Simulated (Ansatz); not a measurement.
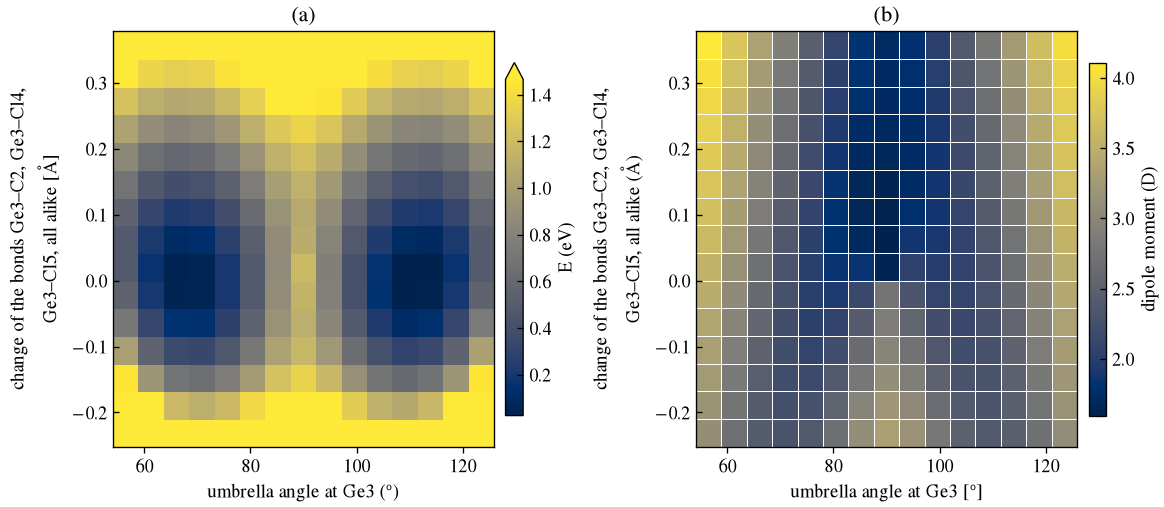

CCl2GeN, SMILES N#[C][Ge]([Cl])[Cl], spin multiplicity 2. Coordinates scanned: (1) umbrella angle at Ge3 (between each of its bonds and their common axis; 90 is planar); (2) change of the bonds Ge3–C2, Ge3–Cl4, Ge3–Cl5, all alike. Nothing is relaxed (all other coordinates rigid). The grid has 15 × 15 points. Points are written as (first, second). Energies are in eV, from the relaxed molecule at the same level. Computed with Ansatz, UKS PBE-D4/def2-SVP.

Panel (a) is the energy and panel (b) the computed dipole moment on the same grid.

In the figure: one coloured cell a grid point, one colour for all values above the top of the scale.

How does the dipole moment vary over the map, and what is it at the lowest grid point?

Answer. Leaving out the highest fifth of the energies, it runs from 1.60 D at (90.0°, 0.063 Å) to 3.95 D at (56.5°, 0.273 Å). At the lowest grid point, (113.9°, 0.021 Å), it is 2.67 D.

| second ↓, first → | 56.5 | 61.3 | 66.1 | 70.9 | 75.6 | 80.4 | 85.2 | 90.0 | 94.8 | 99.6 | 104.4 | 109.1 | 113.9 | 118.7 | 123.5 |
| --- | --- | --- | --- | --- | --- | --- | --- | --- | --- | --- | --- | --- | --- | --- | --- |
| 0.357 | 4.11 | 3.75 | 3.34 | 2.89 | 2.46 | 2.08 | 1.83 | 1.73 | 1.79 | 2.02 | 2.39 | 2.81 | 3.25 | 3.66 | 4.00 |
| 0.315 | 4.02 | 3.67 | 3.26 | 2.82 | 2.40 | 2.04 | 1.81 | 1.72 | 1.78 | 1.99 | 2.33 | 2.74 | 3.18 | 3.58 | 3.92 |
| 0.273 | 3.95 | 3.60 | 3.18 | 2.75 | 2.34 | 1.99 | 1.78 | 1.71 | 1.76 | 1.95 | 2.28 | 2.68 | 3.11 | 3.51 | 3.85 |
| 0.231 | 3.88 | 3.52 | 3.11 | 2.67 | 2.27 | 1.94 | 1.74 | 1.69 | 1.75 | 1.92 | 2.22 | 2.61 | 3.03 | 3.44 | 3.79 |
| 0.189 | 3.81 | 3.45 | 3.03 | 2.59 | 2.20 | 1.89 | 1.71 | 1.67 | 1.74 | 1.89 | 2.17 | 2.54 | 2.96 | 3.37 | 3.73 |
| 0.147 | 3.75 | 3.37 | 2.94 | 2.51 | 2.13 | 1.84 | 1.67 | 1.64 | 1.74 | 1.87 | 2.12 | 2.47 | 2.88 | 3.30 | 3.67 |
| 0.105 | 3.68 | 3.29 | 2.86 | 2.44 | 2.07 | 1.81 | 1.66 | 1.62 | 1.78 | 1.88 | 2.09 | 2.41 | 2.81 | 3.23 | 3.61 |
| 0.063 | 3.61 | 3.21 | 2.78 | 2.37 | 2.03 | 1.81 | 1.69 | 1.60 | 1.88 | 1.91 | 2.07 | 2.36 | 2.74 | 3.15 | 3.54 |
| 0.021 | 3.54 | 3.13 | 2.70 | 2.31 | 2.00 | 1.85 | 1.84 | 1.65 | 2.06 | 1.98 | 2.07 | 2.31 | 2.67 | 3.08 | 3.48 |
| −0.021 | 3.46 | 3.04 | 2.63 | 2.26 | 2.00 | 1.93 | 2.14 | 2.76 | 2.31 | 2.09 | 2.09 | 2.28 | 2.61 | 3.00 | 3.41 |
| −0.063 | 3.39 | 2.97 | 2.56 | 2.22 | 2.03 | 2.06 | 2.43 | 2.87 | 2.54 | 2.22 | 2.14 | 2.27 | 2.55 | 2.93 | 3.34 |
| −0.105 | 3.31 | 2.89 | 2.50 | 2.21 | 2.09 | 2.21 | 2.63 | 2.98 | 2.73 | 2.36 | 2.20 | 2.27 | 2.51 | 2.87 | 3.27 |
| −0.147 | 3.24 | 2.82 | 2.46 | 2.21 | 2.17 | 2.37 | 2.80 | 3.09 | 2.88 | 2.51 | 2.29 | 2.29 | 2.48 | 2.81 | 3.21 |
| −0.189 | 3.17 | 2.76 | 2.43 | 2.24 | 2.26 | 2.53 | 2.95 | 3.20 | 3.02 | 2.65 | 2.39 | 2.33 | 2.46 | 2.75 | 3.14 |
| −0.231 | 3.10 | 2.71 | 2.41 | 2.28 | 2.37 | 2.68 | 3.09 | 3.32 | 3.16 | 2.79 | 2.50 | 2.38 | 2.46 | 2.71 | 3.08 |
